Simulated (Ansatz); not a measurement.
# Geometry relaxation, with input and output: SiH₅SF

- system: SiH₅SF
- method: RKS LDA/6-31G* (Ansatz 0.2.0)

The input holds or restrains some coordinates. Forces given for the steps count only the free coordinates. It belongs to a series of runs on one base structure; here: pulled along the bonds that form and break, towards end A.

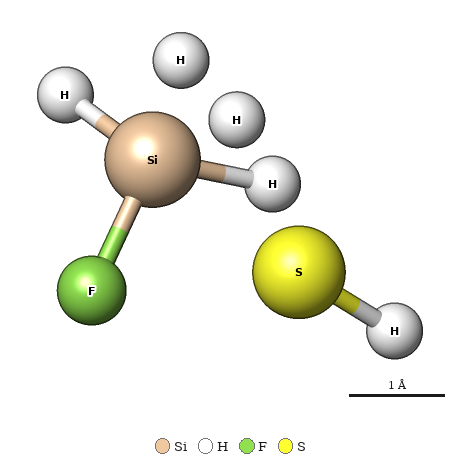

Fig. 1: The starting structure (ball-and-stick view, seen at a tilt). Bond lengths as drawn: F–Si 1.59 Å, H–S 1.40 Å and H–Si 1.46 Å.

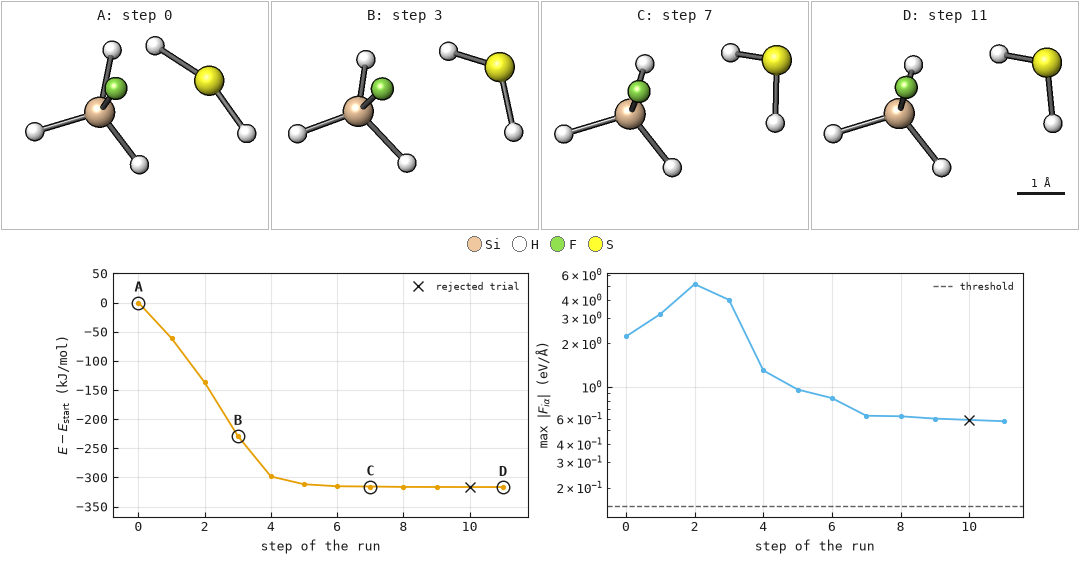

Fig. 2: Frames of the restrained relaxation (ball-and-stick view, seen at a tilt) above the curves, on which the letters mark them (the first geometry is step 0 here and step 1 in the log).

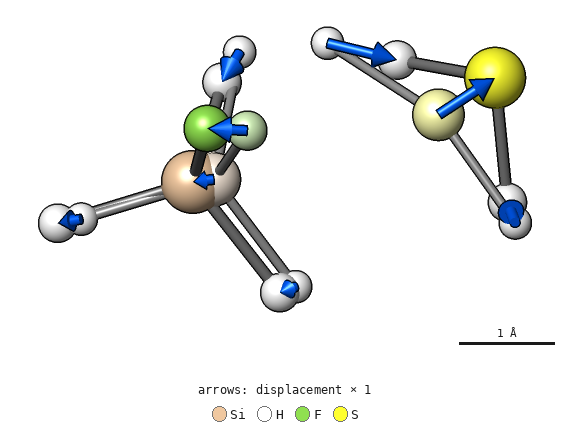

Fig. 3: Start (faint) and end (solid) with the displacements as blue arrows, at true length (ball-and-stick view, seen at a tilt). The two geometries are laid on each other by the best rigid fit. The atom that moves furthest after the best rigid fit is H8 (0.77 Å). By element the largest moves are H 0.77 Å, S 0.71 Å, F 0.43 Å, Si 0.23 Å. Among the contacts that change: S6–H8 1.770 → 1.387 Å, Si1–H2 1.810 → 1.477 Å, Si1–H3 1.460 → 1.500 Å, S6–H7 1.400 → 1.367 Å. Among the angles that change: H7–S6–H8 140.7° → 91.5°. The energy falls by 316.4 kJ/mol in 11 geometry steps. The largest force component goes from 2.2 to 0.58 eV/Å. The line search rejected the trial step at point 10 (counted from 0) and went back. (Atoms are counted from 1 in the order of the input.)

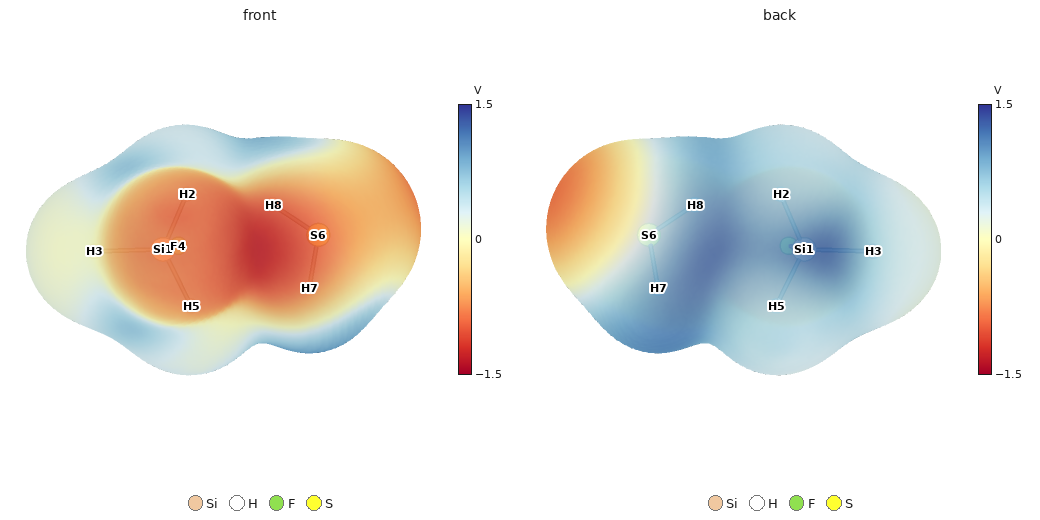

Fig. 4: The electrostatic potential painted on the density surface at 0.001 e/bohr³, seen face on and from behind; red is negative and blue positive.

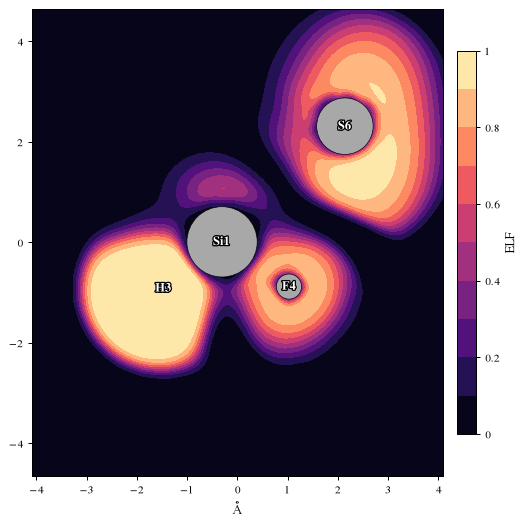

Fig. 5: Electron localisation function on the plane of atoms H3, Si1 and F4. Grey discs, where drawn, cover atomic cores. Atoms in the plane: Si, H, F and S. Si–F (1.60 Å): the ELF peaks at about 0.85 between the atoms. Si–H (1.50 Å): the ELF climbs to about 1 towards the hydrogen, as it does in any bond to H.

These pictures come from the run below.

Input file:
```yaml
crystal:
  periodic: [false, false, false]
  atoms:
    - { symbol: Si, position_ang: [0.0, 0.0, 0.0] }
    - { symbol: H, position_ang: [0.0, 0.0, 1.81] }
    - { symbol: H, position_ang: [1.3768, 0.0, -0.4862] }
    - { symbol: F, position_ang: [-0.7489, 1.2974, -0.5295] }
    - { symbol: H, position_ang: [-0.6877, -1.1914, -0.4862] }
    - { symbol: S, position_ang: [-2.3345, 0.0074, 0.7757] }
    - { symbol: H, position_ang: [-3.0926, -0.8639, -0.0155] }
    - { symbol: H, position_ang: [-0.9511, 0.003, 1.8802] }
basis:
  gaussian: { orbitals: "6-31G*" }
hamiltonian:
  xc: lda
relax:
  f_tol: 0.15
  max_steps: 25
  restrain:
    - { distance: [0, 5], at: 3.36, k: 30.0 }
    - { distance: [7, 1], at: 1.86, k: 30.0 }
    - { distance: [0, 1], at: 1.46, k: 30.0 }
    - { distance: [7, 5], at: 1.4, k: 30.0 }
output:
  orbitals: {}
```

Launch command:
```bash
ansatz run input.yaml --threads 1 --pin off --max-ram 2048MiB --backend cpu --events-out ev --progress --plain --runs-dir out
```

The program's output:
```
The last accepted step is kept in [file] (removed where the run ends without a failure and the disk answers)
Engine: ansatz 0.2.0, aarch64-unknown-linux-gnu
Functional definition: SPW92
  exchange = slater_x
  correlation = pw_c
776 factors; their error is unknown
mean field evaluation 1: about -21416.9181 eV, gradient 3.5e1 eV
mean field evaluation 2: about -21391.1837 eV, gradient 9.6e1 eV
mean field evaluation 4: about -21419.4632 eV, gradient 9.8e0 eV
mean field evaluation 8: about -21419.8056 eV, gradient 1.5e-1 eV
mean field evaluation 16: about -21419.7500 eV, gradient 7.4e-5 eV
mean field -21419.74996264 eV, -787.1612922992 hartree, gradient 1.9e-5 eV, S^2 0.000000; 0 other end points of the search recorded, 0 dependent functions left out
the calculation of the forces begins
reference -21419.74999372 eV, -787.1612934412 hartree; 22, 22 occupied and 41, 41 virtual orbitals, 776 factors
relax step   1: F+E_penalty+E_count = -21419.74996264 eV  Δ(F+E_penalty+E_count) = +0.000e0 eV  max|allowed force component| = 2.233e0 eV/Å  E_restraint = 28.36423028 eV  max|allowed force component, restraints' pulls added| = 3.641e1 eV/Å  Δτ_max = 0.0000 Å  (26 SCF iters, accepted)
  distance Si 0 - S 5 = 2.4600 Å
  distance H 7 - H 1 = 0.9537 Å
  distance Si 0 - H 1 = 1.8100 Å
  distance H 7 - S 5 = 1.7702 Å
these checks for a lower state are left out or cut short: starts, cluster_reference, orbital_swaps, neighbouring_geometries, increment
776 factors; their error is unknown
mean field -21420.38399842 eV, -787.1845926841 hartree, gradient 9.0e-6 eV, S^2 0.000000; 0 other end points of the search recorded, 0 dependent functions left out
[... from here on the field's lines of each further geometry are left out, up to the last ...]
relax step   2: F+E_penalty+E_count = -21420.38399842 eV  Δ(F+E_penalty+E_count) = -6.340e-1 eV  max|allowed force component| = 3.192e0 eV/Å  E_restraint = 12.91096244 eV  max|allowed force component, restraints' pulls added| = 2.417e1 eV/Å  Δτ_max = 0.1949 Å  (31 SCF iters, accepted)
relax step   3: F+E_penalty+E_count = -21421.16902821 eV  Δ(F+E_penalty+E_count) = -7.850e-1 eV  max|allowed force component| = 5.150e0 eV/Å  E_restraint = 3.74438987 eV  max|allowed force component, restraints' pulls added| = 1.221e1 eV/Å  Δτ_max = 0.1948 Å  (31 SCF iters, accepted)
relax step   4: F+E_penalty+E_count = -21422.12084544 eV  Δ(F+E_penalty+E_count) = -9.518e-1 eV  max|allowed force component| = 4.006e0 eV/Å  E_restraint = 0.49577190 eV  max|allowed force component, restraints' pulls added| = 4.075e0 eV/Å  Δτ_max = 0.1949 Å  (26 SCF iters, accepted)
relax step   5: F+E_penalty+E_count = -21422.84166319 eV  Δ(F+E_penalty+E_count) = -7.208e-1 eV  max|allowed force component| = 1.298e0 eV/Å  E_restraint = 0.02337262 eV  max|allowed force component, restraints' pulls added| = 1.948e0 eV/Å  Δτ_max = 0.1912 Å  (27 SCF iters, accepted)
relax step   6: F+E_penalty+E_count = -21422.97943832 eV  Δ(F+E_penalty+E_count) = -1.378e-1 eV  max|allowed force component| = 9.570e-1 eV/Å  E_restraint = 0.00975495 eV  max|allowed force component, restraints' pulls added| = 9.659e-1 eV/Å  Δτ_max = 0.1988 Å  (27 SCF iters, accepted)
relax step   7: F+E_penalty+E_count = -21423.01519389 eV  Δ(F+E_penalty+E_count) = -3.576e-2 eV  max|allowed force component| = 8.341e-1 eV/Å  E_restraint = 0.00974266 eV  max|allowed force component, restraints' pulls added| = 5.313e-1 eV/Å  Δτ_max = 0.0425 Å  (26 SCF iters, accepted)
relax step   8: F+E_penalty+E_count = -21423.02003924 eV  Δ(F+E_penalty+E_count) = -4.845e-3 eV  max|allowed force component| = 6.295e-1 eV/Å  E_restraint = 0.00939429 eV  max|allowed force component, restraints' pulls added| = 2.068e-1 eV/Å  Δτ_max = 0.1450 Å  (25 SCF iters, accepted)
relax step   9: F+E_penalty+E_count = -21423.02673988 eV  Δ(F+E_penalty+E_count) = -6.701e-3 eV  max|allowed force component| = 6.239e-1 eV/Å  E_restraint = 0.00919629 eV  max|allowed force component, restraints' pulls added| = 1.530e-1 eV/Å  Δτ_max = 0.0920 Å  (26 SCF iters, accepted)
relax step  10: F+E_penalty+E_count = -21423.02821262 eV  Δ(F+E_penalty+E_count) = -1.473e-3 eV  max|allowed force component| = 6.012e-1 eV/Å  E_restraint = 0.00887407 eV  max|allowed force component, restraints' pulls added| = 1.235e-1 eV/Å  Δτ_max = 0.0799 Å  (25 SCF iters, accepted)
relax step  11: F+E_penalty+E_count = -21423.02363936 eV  Δ(F+E_penalty+E_count) = +4.573e-3 eV  max|allowed force component| = 5.898e-1 eV/Å  E_restraint = 0.00858056 eV  max|allowed force component, restraints' pulls added| = 5.154e-1 eV/Å  Δτ_max = 0.1981 Å  (26 SCF iters, rejected (line search))
the calculation of the forces begins
reference -21423.02955807 eV, -787.2818152081 hartree; 22, 22 occupied and 41, 41 virtual orbitals, 776 factors
relax step  12: F+E_penalty+E_count = -21423.02952475 eV  Δ(F+E_penalty+E_count) = -1.312e-3 eV  max|allowed force component| = 5.766e-1 eV/Å  E_restraint = 0.00814211 eV  max|allowed force component, restraints' pulls added| = 1.241e-1 eV/Å  Δτ_max = 0.0984 Å  (27 SCF iters, accepted)
  distance Si 0 - S 5 = 3.3659 Å
  distance H 7 - H 1 = 1.8657 Å
  distance Si 0 - H 1 = 1.4772 Å
  distance H 7 - S 5 = 1.3866 Å
776 factors; their error is unknown
mean field -21423.02952475 eV, -787.2818139837 hartree, gradient 7.4e-6 eV, S^2 0.000000; 1 other end points of the search recorded, 0 dependent functions left out
the calculation of the forces begins
reference -21423.02955807 eV, -787.2818152081 hartree; 22, 22 occupied and 41, 41 virtual orbitals, 776 factors
Total energy: -21423.02955807 eV, -787.2818152081 hartree
Atom 0 at     0.208753     0.053974    -0.071370 Å, force     0.188085     0.005218    -0.576640 eV/Å
Atom 1 at     0.131465    -0.014530     1.402243 Å, force     0.114299    -0.011445     0.484920 eV/Å
Atom 2 at     1.649687    -0.051783    -0.476056 Å, force     0.006590    -0.004829    -0.003487 eV/Å
Atom 3 at    -0.358432     1.451788    -0.610518 Å, force    -0.000388     0.011461    -0.000072 eV/Å
Atom 4 at    -0.555785    -1.104146    -0.642059 Å, force     0.004277     0.012692     0.002633 eV/Å
Atom 5 at    -2.923357     0.121938     1.159302 Å, force     0.228683    -0.202408     0.177416 eV/Å
Atom 6 at    -2.893123    -1.043668     0.445258 Å, force    -0.003402     0.108609     0.078509 eV/Å
Atom 7 at    -1.697209    -0.161073     1.741700 Å, force    -0.538144     0.080701    -0.163278 eV/Å
Dipole moment:     0.242935    -0.417775     0.050259 e Å
```

Trajectory as extended XYZ (Å, eV, eV/Å), 12 frames, from step=1 to step=12:
```
8
Properties=species:S:1:pos:R:3:forces:R:3 step=1 energy=-21419.74996
Si    0.0000    0.0000    0.0000   -2.1421  -0.1825   0.4509
H     0.0000    0.0000    1.8100    0.7351   0.1251  -0.6398
H     1.3768    0.0000   -0.4862    1.0610   0.4140   0.1883
F    -0.7489    1.2974   -0.5295    1.7675   1.7645  -1.2448
H    -0.6877   -1.1914   -0.4862    0.8101  -1.1629  -0.1316
S    -2.3345    0.0074    0.7757   -2.2326   0.3499   0.9924
H    -3.0926   -0.8639   -0.0155    0.6180  -0.1403   0.9415
H    -0.9511    0.0030    1.8802   -0.6170  -1.1678  -0.5569
8
Properties=species:S:1:pos:R:3:forces:R:3 step=2 energy=-21420.38400
Si    0.1041    0.0075    0.0113   -3.1917   0.1748   1.2908
H     0.1433    0.0008    1.7229    0.3270   0.0002  -1.4744
H     1.4047    0.0047   -0.4905    2.2973   0.3481  -0.7188
F    -0.7192    1.2933   -0.5299    1.6804   0.2710  -0.2865
H    -0.6703   -1.1936   -0.4818    0.7208  -0.1804   0.4498
S    -2.4681    0.0154    0.8793   -1.5507   1.4440   1.4192
H    -3.0900   -0.8677   -0.0075    1.0927  -0.5744   0.9444
H    -1.1424   -0.0079    1.8446   -1.3759  -1.4832  -1.6245
8
Properties=species:S:1:pos:R:3:forces:R:3 step=3 energy=-21421.16903
Si    0.2124    0.0142    0.0330   -5.1498   0.2125   0.9751
H     0.2611    0.0038    1.6239    0.3087   0.0007  -1.0643
H     1.4479    0.0083   -0.5104    3.3737   0.2223  -1.3932
F    -0.6955    1.2794   -0.5225    1.7784  -0.5719   0.3065
H    -0.6617   -1.1847   -0.4687    1.0607   0.3822   0.5731
S    -2.6022    0.0423    0.9785   -1.2960   1.1711   1.2913
H    -3.0679   -0.8778    0.0072    1.5295  -0.1604   1.0666
H    -1.3320   -0.0330    1.8075   -1.6051  -1.2567  -1.7551
8
Properties=species:S:1:pos:R:3:forces:R:3 step=4 energy=-21422.12085
Si    0.2598    0.0035    0.0389   -4.0061   0.5386  -0.4672
H     0.3185    0.0113    1.5426    0.2472  -0.0228   0.0078
H     1.5271    0.0102   -0.5464    2.0677   0.1010  -0.8628
F    -0.6596    1.2699   -0.5113    1.5282  -0.7656   0.4738
H    -0.6315   -1.1711   -0.4547    0.9423   0.2359   0.4476
S    -2.7599    0.0732    1.0887   -0.7640   0.1018   0.3746
H    -3.0129   -0.8770    0.0394    1.2743   0.5747   1.3367
H    -1.4795   -0.0675    1.7513   -1.2896  -0.7637  -1.3105
8
Properties=species:S:1:pos:R:3:forces:R:3 step=5 energy=-21422.84166
Si    0.2176   -0.0041    0.0062   -1.0125   1.0264  -0.7979
H     0.2802    0.0094    1.4881    0.1513  -0.0404   0.3840
H     1.5818    0.0075   -0.5587    0.3819  -0.0322  -0.1323
F    -0.5850    1.3209   -0.5225    0.7453  -0.7553   0.2824
H    -0.5644   -1.2012   -0.4409    0.1676  -0.1469   0.0229
S    -2.9083    0.1169    1.2010    0.6888  -1.1205  -0.5594
H    -2.8870   -0.8530    0.1362    0.1757   1.0307   1.2548
H    -1.5730   -0.1438    1.6391   -1.2980   0.0382  -0.4545
8
Properties=species:S:1:pos:R:3:forces:R:3 step=6 energy=-21422.97944
Si    0.1875    0.0347   -0.0296    0.0370   0.7343  -0.9570
H     0.1921    0.0581    1.4492    0.0794   0.0186   0.4294
H     1.6101   -0.0480   -0.5088   -0.0501  -0.0342   0.0327
F    -0.4491    1.4009   -0.6435    0.2848  -0.6961   0.3467
H    -0.5708   -1.1704   -0.5025   -0.0036   0.0064   0.0193
S    -2.9283    0.0781    1.2593    0.5538  -0.7848  -0.3921
H    -2.8420   -0.8609    0.2171   -0.0468   0.6272   0.7450
H    -1.6376   -0.2402    1.7072   -0.8544   0.1287  -0.2240
8
Properties=species:S:1:pos:R:3:forces:R:3 step=7 energy=-21423.01519
Si    0.1881    0.0459   -0.0418    0.1646   0.4750  -0.8341
H     0.1639    0.0534    1.4357    0.1133   0.0494   0.4474
H     1.6208   -0.0565   -0.4995   -0.1198   0.0105   0.0396
F    -0.4344    1.4114   -0.6532    0.2156  -0.5313   0.2521
H    -0.5658   -1.1621   -0.5143   -0.0215   0.0243  -0.0241
S    -2.9230    0.0775    1.2543    0.2613  -0.3222  -0.0124
H    -2.8316   -0.8637    0.2582   -0.0626   0.1893   0.2103
H    -1.6561   -0.2534    1.7090   -0.5509   0.1049  -0.0789
8
Properties=species:S:1:pos:R:3:forces:R:3 step=8 energy=-21423.02004
Si    0.1939    0.0466   -0.0755    0.1214   0.1364  -0.6295
H     0.0755    0.0230    1.3944    0.2056   0.0277   0.4852
H     1.6377   -0.0489   -0.4730   -0.0018  -0.0071   0.0236
F    -0.4006    1.4099   -0.6829    0.0574  -0.1098   0.0658
H    -0.5492   -1.1427   -0.6065   -0.0089  -0.0250  -0.0344
S    -2.9059    0.1016    1.2378    0.0840  -0.0878   0.2108
H    -2.7759   -0.8902    0.3122    0.0082  -0.0004   0.0456
H    -1.7135   -0.2468    1.8420   -0.4659   0.0661  -0.1671
8
Properties=species:S:1:pos:R:3:forces:R:3 step=9 energy=-21423.02674
Si    0.1909    0.0442   -0.0655    0.2166   0.0676  -0.6239
H     0.1178    0.0011    1.4078    0.1347   0.0066   0.4932
H     1.6293   -0.0532   -0.4822   -0.0036  -0.0106   0.0090
F    -0.3978    1.4226   -0.6356    0.0088  -0.0421   0.0311
H    -0.5631   -1.1336   -0.6085   -0.0106  -0.0021  -0.0087
S    -2.9246    0.0968    1.2100    0.1319  -0.0512   0.2268
H    -2.7940   -0.9439    0.3429   -0.0086  -0.0276  -0.0006
H    -1.6964   -0.1815    1.7795   -0.4691   0.0594  -0.1268
8
Properties=species:S:1:pos:R:3:forces:R:3 step=10 energy=-21423.02821
Si    0.1999    0.0494   -0.0678    0.2117   0.0169  -0.6012
H     0.1248   -0.0001    1.4058    0.1236   0.0002   0.4885
H     1.6402   -0.0482   -0.4765    0.0079  -0.0015   0.0018
F    -0.3850    1.4309   -0.6308   -0.0002  -0.0061   0.0129
H    -0.5490   -1.1265   -0.6226   -0.0143   0.0091   0.0047
S    -2.9210    0.1112    1.1942    0.1593   0.0212   0.2964
H    -2.8534   -0.9761    0.3857    0.0048  -0.1104  -0.0642
H    -1.6945   -0.1880    1.7605   -0.4930   0.0707  -0.1389
8
Properties=species:S:1:pos:R:3:forces:R:3 step=11 energy=-21423.02364 accepted=F
Si    0.2214    0.0596   -0.0730    0.1910  -0.0429  -0.5614
H     0.1441   -0.0187    1.4009    0.0973  -0.0145   0.4796
H     1.6645   -0.0410   -0.4708    0.0121   0.0009  -0.0096
F    -0.3455    1.4603   -0.6021   -0.0085   0.0444  -0.0111
H    -0.5370   -1.0972   -0.6551    0.0045   0.0247   0.0121
S    -2.9179    0.1429    1.1387    0.2312  -0.5898  -0.0057
H    -2.9752   -1.0845    0.4982    0.0320   0.4839   0.2653
H    -1.6924   -0.1689    1.7117   -0.5598   0.0933  -0.1693
8
Properties=species:S:1:pos:R:3:forces:R:3 step=12 energy=-21423.02953
Si    0.2088    0.0540   -0.0714    0.1881   0.0052  -0.5766
H     0.1315   -0.0145    1.4022    0.1143  -0.0114   0.4849
H     1.6497   -0.0518   -0.4761    0.0066  -0.0048  -0.0035
F    -0.3584    1.4518   -0.6105   -0.0004   0.0115  -0.0001
H    -0.5558   -1.1041   -0.6421    0.0043   0.0127   0.0026
S    -2.9234    0.1219    1.1593    0.2287  -0.2024   0.1774
H    -2.8931   -1.0437    0.4453   -0.0034   0.1086   0.0785
H    -1.6972   -0.1611    1.7417   -0.5381   0.0807  -0.1633
```

Summary:

| quantity | value |
| --- | --- |
| outcome | converged under the restraints of the input |
| total energy | −21423.0296 eV |
| mean-field energy | −21423.0296 eV |
| largest force (length of the vector) at the end, held atoms and coordinates included | 0.607 eV/Å |
| hardware | 1 thread of Arm Neoverse V1, 24 GiB of memory available, shared host |
| wall time | 17 s |
| peak memory | 0.12 GiB |
